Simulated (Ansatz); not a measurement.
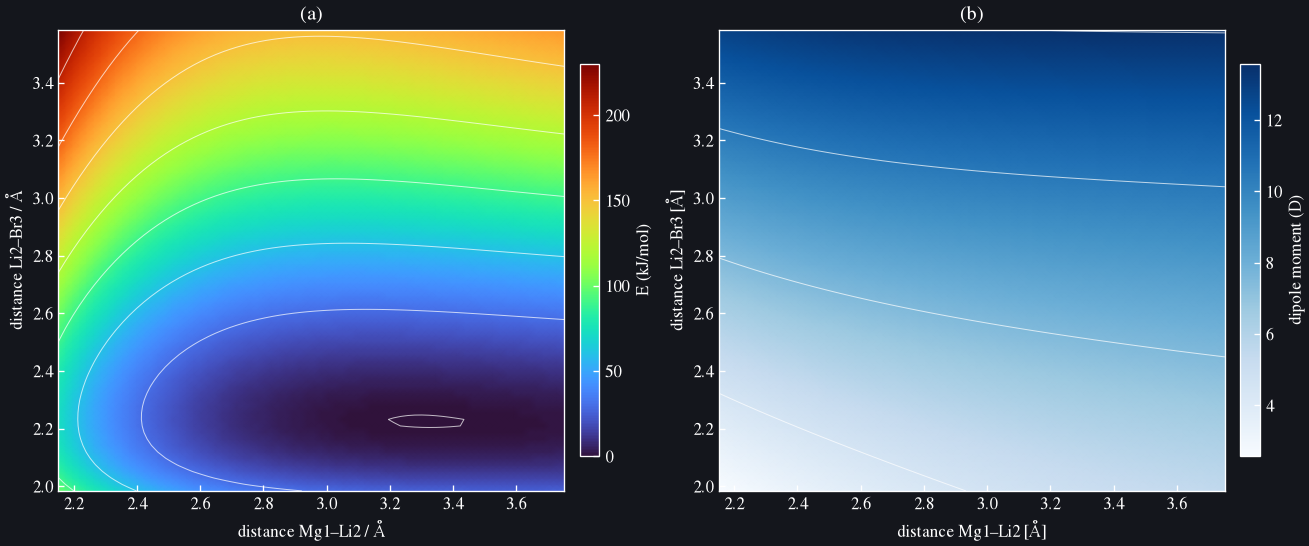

The system Mg + LiBr. Coordinates scanned: (1) distance Mg1–Li2; (2) distance Li2–Br3. Nothing is relaxed (the angle Mg1–Li2–Br3 is fixed at 90 degrees). Grid: 17 × 17 points. Energies: kJ/mol, counted from the lowest grid point. Level of theory: RHF/def2-TZVPD in Ansatz.

Panel (a) is the energy and panel (b) the computed dipole moment on the same grid.

In the figure: a smooth colour map with a few white contour lines. Between grid points the surface is interpolated.

Q: How does the dipole moment vary over the map, and what is it at the lowest grid point?

A: Leaving out the highest fifth of the energies, it runs from 2.6 D at distance Mg1–Li2 = 2.152 Å, distance Li2–Br3 = 1.984 Å to 12.0 D at distance Mg1–Li2 = 3.373 Å, distance Li2–Br3 = 3.329 Å. At the lowest grid point, distance Mg1–Li2 = 3.253 Å, distance Li2–Br3 = 2.248 Å, it is 6.2 D.
